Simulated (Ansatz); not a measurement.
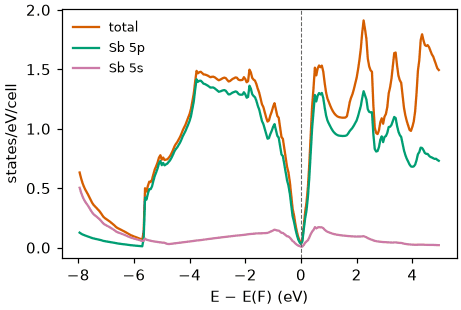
Figure: Total and projected density of states of Sb (A7 (α-As type), space group No. 166), LDA (plane waves, PAW; program Ansatz)

### Question
Which orbitals carry the states next to the Fermi level?

### Answer
Within 0.5 eV of the Fermi level: Sb 5p 83 %, Sb 5s 13 %. Projections are on Löwdin-orthogonalised atomic valence shells; empty p or d shells of many metals are not among them.

### Question
Where is the tallest occupied peak in this window, and what makes it?

### Answer
Near -1.8 eV, about 1.5 states/eV per cell; the largest projected share is Sb 5p.

Space group R-3m (A7 (α-As type)). Symmetry was held in the LDA relaxation. Scalar-relativistic: spin–orbit coupling is off unless named, which matters more the heavier the elements.

Potentials: the earlier of the program's two PAW sets. The files were generated under PBE; for other functionals the program regenerates the frozen cores, and for LDA and PBEsol the local potential too.
